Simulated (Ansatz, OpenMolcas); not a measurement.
How basis sets differ on GaHCl2O (SMILES [OH][Ga]([Cl])[Cl])

The species is GaHCl2O (5 atoms), meant as a singlet with charge 0. As SMILES, `[OH][Ga]([Cl])[Cl]`. Geometry: relaxed at PBE0-D4/def2-TZVP.

Each level gives the HOMO–LUMO gap (eV). The values are calculated.

```tsv
level	kind	program	value (eV)
HF/ANO-R0 (sfX2C)	Hartree–Fock	OpenMolcas	13.53
HF/ANO-RCC-MB (DKH2)	Hartree–Fock	OpenMolcas	14.26
HF/ANO-S-MB	Hartree–Fock	OpenMolcas	13.74
HF/STO-3G	Hartree–Fock	Ansatz	14.00
HF/3-21G	Hartree–Fock	Ansatz	14.27
HF/def2-SVP	Hartree–Fock	Ansatz	14.70
```

All-electron rows without a relativistic Hamiltonian named are non-relativistic. The values span 13.53 to 14.70 eV. A Hartree–Fock LUMO above zero doesn't converge with the basis: it sinks as sets grow more diffuse. Orbital gaps aren't excitation energies.

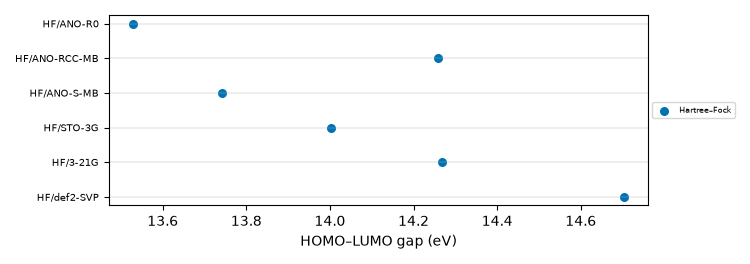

The values of the table, level by level.
